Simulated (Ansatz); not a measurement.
**Ru: a changed input and its effect**

System: Ru (P6₃/mmc, 2 atoms in the cell).
Method of the first run: DFT, BLYP, plane waves (420 eV) with PAW, scalar-relativistic, spin-polarised (Ansatz 0.2.0).

Text and figures count atoms from 1; the logs count them from 0 in places.

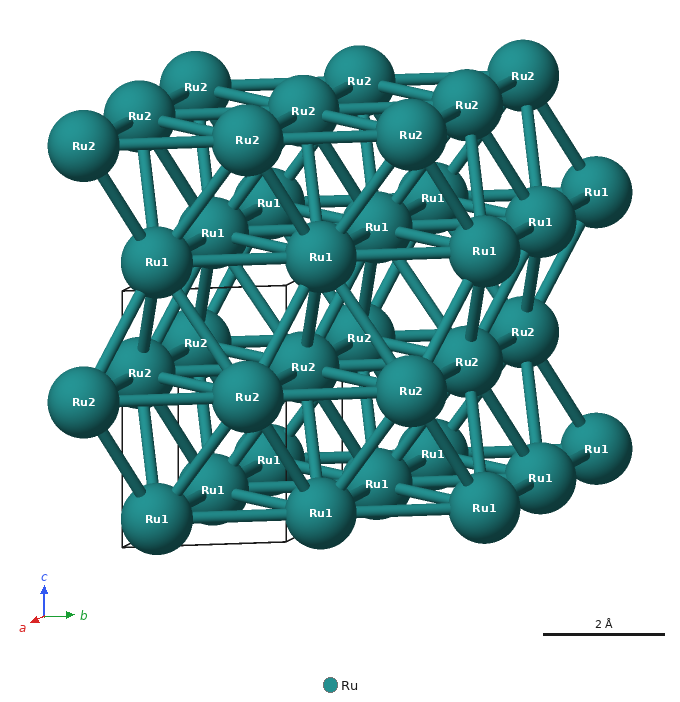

**Figure 1.** The structure as given in the input (ball-and-stick view of the cell of the calculation, repeated 3 × 3 × 2, seen slightly off an axis; atoms are numbered from 1 in the order of the input).

The input, the first run:
```yaml
crystal:
  lattice:
    - [2.7685637282, 0.0, 0.0]
    - [-1.3842818641, 2.3976465207, 0.0]
    - [0.0, 0.0, 4.3443274367]
  atoms:
    - { symbol: Ru, position: [0.3333333333, 0.6666666667, 0.25], spin: 1.0 }
    - { symbol: Ru, position: [0.6666666667, 0.3333333333, 0.75], spin: 1.0 }
hamiltonian:
  xc: blyp
  pseudopotentials:
    kind: paw
    azcp:
      Ru: "pseudopotentials/Ru.paw.azcp"
basis:
  ecutwfc: 420
  fft_grid_basis: typed
kpoints:
  mp_grid: { grid: [21, 21, 12], shift: [0, 0, 0] }
magnetization:
  spin_polarized: true
scf:
  occupations: { method: fermi_dirac, width: 0.05 }
```

Hardware: 4 threads of an Arm (aarch64) CPU, shared host.

Output, shortened to warnings, some set-up lines, iterations and results (the first run):
```
WARN: the starting moments were not kept: the SCF closed with an absolute magnetisation of 1.2e-6 μB, where they sum to 2 μB in size (2 sites). That is at most 0.1 of that sum. Measured as dr2_m measures the in/out step, that magnetisation stands 3.6e-13 eV from none, at or under the dr2_threshold of 1.0e-7 eV: it is no larger than a step whose dr2_m would equal this threshold. The system may …
Basis set: ecut = 420 eV, 579 PW (Γ), exchange–correlation on 40×40×60 points (8 copies of the dense FFT grid, shifted against one another)
Symmetry: 24 space group operations
k-points: 336 of 5292
Initial density: superposition of atomic densities (chi_scale 0.1, normalization cell)
[...]
SCF iter   1: F=—  HF=-11786.903110 eV  |F-HF|=—  |Δ(HF+E_count)|=         —  Δρ=9.40e-2 (↑9.40e-2 ↓3.80e-2)  dr2=3.26e0  dr2_m=6.09e-1  M=0.138 μB ∫|m|=0.138 μB  β_m=0.30  …
SCF iter   2: F=—  HF=-11785.585755 eV  |F-HF|=—  |Δ(HF+E_count)|=    1.32e0  Δρ=6.39e-2 (↑6.39e-2 ↓2.66e-2)  dr2=1.39e0  dr2_m=3.09e-1  M=0.113 μB ∫|m|=0.113 μB  β_m=0.59  …
SCF iter   3: F=—  HF=-11784.890067 eV  |F-HF|=—  |Δ(HF+E_count)|=   6.96e-1  Δρ=6.21e-3 (↑6.06e-3 ↓6.21e-3)  dr2=6.71e-3  dr2_m=5.74e-3  M=0.021 μB ∫|m|=0.023 μB  β_m=0.79  …
SCF iter   4: F=—  HF=-11784.886393 eV  |F-HF|=—  |Δ(HF+E_count)|=   3.67e-3  Δρ=4.91e-4 (↑4.14e-4 ↓4.91e-4)  dr2=1.11e-4  dr2_m=2.67e-6  M=-0.000 μB ∫|m|=0.001 μB  β_m=0.79  …
SCF iter   5: F=—  HF=-11784.886438 eV  |F-HF|=—  |Δ(HF+E_count)|=   4.52e-5  Δρ=2.07e-4 (↑1.59e-4 ↓2.07e-4)  dr2=3.63e-5  dr2_m=2.72e-7  M=0.000 μB ∫|m|=0.000 μB  β_m=0.84  …
SCF iter   6: F=—  HF=-11784.886436 eV  |F-HF|=—  |Δ(HF+E_count)|=   1.88e-6  Δρ=5.18e-5 (↑4.84e-5 ↓5.18e-5)  dr2=2.54e-6  dr2_m=2.75e-8  M=0.000 μB ∫|m|=0.000 μB  β_m=0.92  …
SCF iter   7: F=—  HF=-11784.886436 eV  |F-HF|=—  |Δ(HF+E_count)|=   6.28e-7  Δρ=1.18e-5 (↑1.00e-5 ↓1.18e-5)  dr2=1.14e-7  dr2_m=1.32e-9  M=0.000 μB ∫|m|=0.000 μB  β_m=0.85  …
SCF iter   8: F=—  HF=-11784.886436 eV  |F-HF|=—  |Δ(HF+E_count)|=   4.94e-8  Δρ=1.89e-6 (↑1.31e-6 ↓1.89e-6)  dr2=2.18e-9  dr2_m=6.77e-11  M=0.000 μB ∫|m|=0.000 μB  β_m=0.93  …
SCF iter   9: F=-11784.886436 eV  HF=-11784.886436 eV  |F-HF|=3.64e-11  |Δ(HF+E_count)|=   2.03e-9  Δρ=2.45e-7 (↑2.45e-7 ↓1.93e-7)  dr2=4.36e-11  dr2_m=8.68e-13  M=0.000 μB …
SCF 1 converged in 9 iterations: F = -11784.886436 eV  dr2 = 4.36e-11
WARN: the starting moments were not kept: the SCF closed with an absolute magnetisation of 1.2e-6 μB, where they sum to 2 μB in size (2 sites). That is at most 0.1 of that sum. Measured as dr2_m measures the in/out step, that magnetisation stands 3.6e-13 eV from none, at or under the dr2_threshold …
SCF converged after 9 iterations
Magnetization: 0.0000 μB (16.0000 up, 16.0000 down)
Absolute magnetization: 0.0000 μB (∫|ρ↑−ρ↓|, with the PAW one-centre terms)
Spin contamination: 0.0000 ħ² per cell (⟨S²⟩ above its minimum at these occupations)
Per-site moments (μB) at R_I (Å): [(4.6371427396128547e-7, 1.1124718094349724), (4.637142742193262e-7, 1.1124718094349724)]
Free energy (F): -11784.886436 eV
Harris-Foulkes:  -11784.886436 eV  (|F-HF|=3.64e-11)
Internal energy: -11784.870463 eV  (E = F + TS)
E sigma→0 (E₀):  -11784.878450 eV
Entropy (-TS):   -0.015972 eV (-7.986 meV/atom)
Fermi energy:    22.352378 eV
--- Per-component energies (eV) ---
  E_band       = -137.100627
  E_kinetic    = 1027.124653
  E_local      = -2650.209487  (includes V_loc(G=0)·N_el)
  E_nonlocal   = 686.605064
  E_hartree    = 854.432526
  E_xc         = -373.606993
  E_vxc        = -468.200216  (∫ρ·V_xc dr)
  E_paw        = -6956.154825  (= ΣΔE_a)
  E_vpaw       = -441.285610  (= ΣTr[D̂ρ^β])
[...]
```

For the second run the input was changed thus:
```diff
-    - [2.7685637282, 0.0, 0.0]
-    - [-1.3842818641, 2.3976465207, 0.0]
-    - [0.0, 0.0, 4.3443274367]
+    - [2.7685637256, 0.0, 0.0]
+    - [-1.3842818628, 2.3976465184, 0.0]
+    - [0.0, 0.0, 4.3443274268]
-  mp_grid: { grid: [21, 21, 12], shift: [0, 0, 0] }
+  mp_grid: { grid: [7, 7, 4], shift: [0, 0, 0] }
-  occupations: { method: fermi_dirac, width: 0.05 }
+  occupations: { method: fermi_dirac, width: 0.1 }
```

What does this change do to the results?

The energy of the second run (smearing taken to zero) is 19.5 meV per atom higher, the joint effect of these numerical settings, which can't be told apart here. The SCF takes 10 iterations against 9. The irreducible k-points go from 336 to 24.

Output, shortened to warnings, some set-up lines, iterations and results (the second run):
```
WARN: the starting moments were not kept: the SCF closed with an absolute magnetisation of 4.4e-7 μB, where they sum to 2 μB in size (2 sites). That is at most 0.1 of that sum. Measured as dr2_m measures the in/out step, that magnetisation stands 5.7e-14 eV from none, at or under the dr2_threshold of 1.0e-7 eV: it is no larger than a step whose dr2_m would equal this threshold. The system may …
Basis set: ecut = 420 eV, 579 PW (Γ), exchange–correlation on 40×40×60 points (8 copies of the dense FFT grid, shifted against one another)
Symmetry: 24 space group operations
k-points: 24 of 196
Initial density: superposition of atomic densities (chi_scale 0.1, normalization cell)
[...]
SCF iter   1: F=—  HF=-11786.850230 eV  |F-HF|=—  |Δ(HF+E_count)|=         —  Δρ=9.08e-2 (↑9.08e-2 ↓3.72e-2)  dr2=3.21e0  dr2_m=5.31e-1  M=0.259 μB ∫|m|=0.259 μB  β_m=0.30  …
SCF iter   2: F=—  HF=-11785.557010 eV  |F-HF|=—  |Δ(HF+E_count)|=    1.29e0  Δρ=6.17e-2 (↑6.17e-2 ↓2.59e-2)  dr2=1.35e0  dr2_m=2.78e-1  M=0.212 μB ∫|m|=0.212 μB  β_m=0.59  …
SCF iter   3: F=—  HF=-11784.885328 eV  |F-HF|=—  |Δ(HF+E_count)|=   6.72e-1  Δρ=7.46e-3 (↑7.46e-3 ↓7.16e-3)  dr2=6.97e-3  dr2_m=1.00e-2  M=0.050 μB ∫|m|=0.052 μB  β_m=0.80  …
SCF iter   4: F=—  HF=-11784.882146 eV  |F-HF|=—  |Δ(HF+E_count)|=   3.18e-3  Δρ=5.84e-4 (↑5.84e-4 ↓5.63e-4)  dr2=1.48e-4  dr2_m=5.83e-6  M=0.001 μB ∫|m|=0.002 μB  β_m=0.81  …
SCF iter   5: F=—  HF=-11784.882168 eV  |F-HF|=—  |Δ(HF+E_count)|=   2.17e-5  Δρ=2.73e-4 (↑9.95e-5 ↓2.73e-4)  dr2=3.28e-5  dr2_m=3.20e-6  M=0.001 μB ∫|m|=0.002 μB  β_m=0.90  …
SCF iter   6: F=—  HF=-11784.882164 eV  |F-HF|=—  |Δ(HF+E_count)|=   3.18e-6  Δρ=4.66e-5 (↑2.98e-5 ↓4.66e-5)  dr2=3.11e-7  dr2_m=2.90e-7  M=0.000 μB ∫|m|=0.001 μB  β_m=0.91  …
SCF iter   7: F=—  HF=-11784.882165 eV  |F-HF|=—  |Δ(HF+E_count)|=   3.64e-7  Δρ=1.27e-5 (↑9.75e-6 ↓1.27e-5)  dr2=1.23e-8  dr2_m=2.60e-8  M=0.000 μB ∫|m|=0.000 μB  β_m=0.86  …
SCF iter   8: F=—  HF=-11784.882165 eV  |F-HF|=—  |Δ(HF+E_count)|=   1.81e-8  Δρ=2.57e-6 (↑2.23e-6 ↓2.57e-6)  dr2=1.38e-10  dr2_m=1.43e-9  M=0.000 μB ∫|m|=0.000 μB  β_m=0.93  …
SCF iter   9: F=—  HF=-11784.882165 eV  |F-HF|=—  |Δ(HF+E_count)|=   1.16e-9  Δρ=4.71e-7 (↑4.71e-7 ↓2.62e-7)  dr2=1.45e-10  dr2_m=5.11e-12  M=0.000 μB ∫|m|=0.000 μB  β_m=0.89 …
SCF iter  10: F=-11784.882165 eV  HF=-11784.882165 eV  |F-HF|=0.00e0  |Δ(HF+E_count)|=  3.64e-11  Δρ=7.98e-8 (↑7.98e-8 ↓5.05e-8)  dr2=3.69e-12  dr2_m=1.57e-13  M=0.000 μB …
SCF 1 converged in 10 iterations: F = -11784.882165 eV  dr2 = 3.69e-12
WARN: the starting moments were not kept: the SCF closed with an absolute magnetisation of 4.4e-7 μB, where they sum to 2 μB in size (2 sites). That is at most 0.1 of that sum. Measured as dr2_m measures the in/out step, that magnetisation stands 5.7e-14 eV from none, at or under the dr2_threshold …
SCF converged after 10 iterations
Magnetization: 0.0000 μB (16.0000 up, 16.0000 down)
Absolute magnetization: 0.0000 μB (∫|ρ↑−ρ↓|, with the PAW one-centre terms)
Spin contamination: 0.0000 ħ² per cell (⟨S²⟩ above its minimum at these occupations)
Per-site moments (μB) at R_I (Å): [(1.7155665583732785e-7, 1.1124718074194475), (1.7155665568502458e-7, 1.1124718074194475)]
Free energy (F): -11784.882165 eV
Harris-Foulkes:  -11784.882165 eV  (|F-HF|=0.00e0)
Internal energy: -11784.796678 eV  (E = F + TS)
E sigma→0 (E₀):  -11784.839421 eV
Entropy (-TS):   -0.085487 eV (-42.743 meV/atom)
Fermi energy:    22.386305 eV
--- Per-component energies (eV) ---
  E_band       = -136.433767
  E_kinetic    = 1027.517394
  E_local      = -2651.312360  (includes V_loc(G=0)·N_el)
  E_nonlocal   = 686.885215
  E_hartree    = 855.102933
  E_xc         = -373.645448
  E_vxc        = -468.246485  (∫ρ·V_xc dr)
  E_paw        = -6956.283005  (= ΣΔE_a)
  E_vpaw       = -441.483081  (= ΣTr[D̂ρ^β])
[...]
```

The two runs side by side:

```tsv
quantity	the first run	the second run
outcome	converged	converged
free energy per atom (eV)	−5892.4432	−5892.4411
energy per atom, smearing taken to zero (eV)	−5892.4392	−5892.4197
net moment of the cell (μB)	0.00	0.00
absolute moment of the cell (μB)	0.00	0.00
SCF iterations	9	10
irreducible k-points	336	24
plane waves at Γ	579	579
wall time (shared host)	7.4 s	0.86 s
```

For both runs: Warnings: some starting moments were not kept.
